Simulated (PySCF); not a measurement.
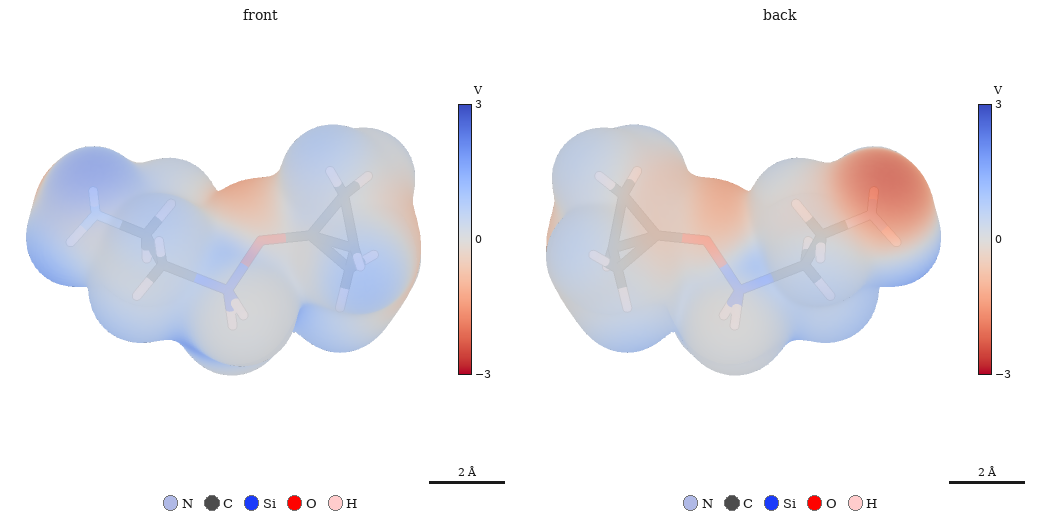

Figure 1: C₆H₁₃NOSi. The electrostatic potential painted on the density surface at 0.002 e/bohr³, seen from the front and from behind; the colour scale runs from red (negative) to blue (positive).

Geometry: GFN2-xTB.

Theory: PBE0/pcSseg-1, SCF density, gas phase, non-relativistic in PySCF.

```xyz
22

N    -4.0011   -0.0104    0.4342
C    -2.6417    0.1579   -0.0480
C    -1.9208   -1.1494   -0.3989
Si   -0.1471   -0.9032   -1.0074
O     0.5384   -0.0801    0.2177
C     1.8127    0.3313    0.3753
C     2.8483    0.7827   -0.6003
C     3.1486   -0.3297    0.3645
C     2.6629    0.3771    1.6003
H    -4.0059   -0.5825    1.2731
H    -4.5612   -0.4908   -0.2634
H    -2.0821    0.6870    0.7264
H    -2.6863    0.8007   -0.9310
H    -2.4822   -1.6670   -1.1796
H    -1.9338   -1.8022    0.4775
H     0.5359   -2.1835   -1.2324
H    -0.0961   -0.1218   -2.2481
H     2.6917    0.5139   -1.6378
H     3.3268    1.7466   -0.4609
H     3.5009   -1.3250    0.2096
H     3.1262    1.3151    1.8889
H     2.3554   -0.2337    2.4395
```

### Which sites attract a positive test charge, and which a negative one?

A positive charge is drawn to the negative regions and a negative charge to the positive ones. The most negative region (about −2.0 V) lies over N1, the most positive (about +1.4 V) over Si4 and H11. N1 is the likeliest acceptor of a hydrogen bond.
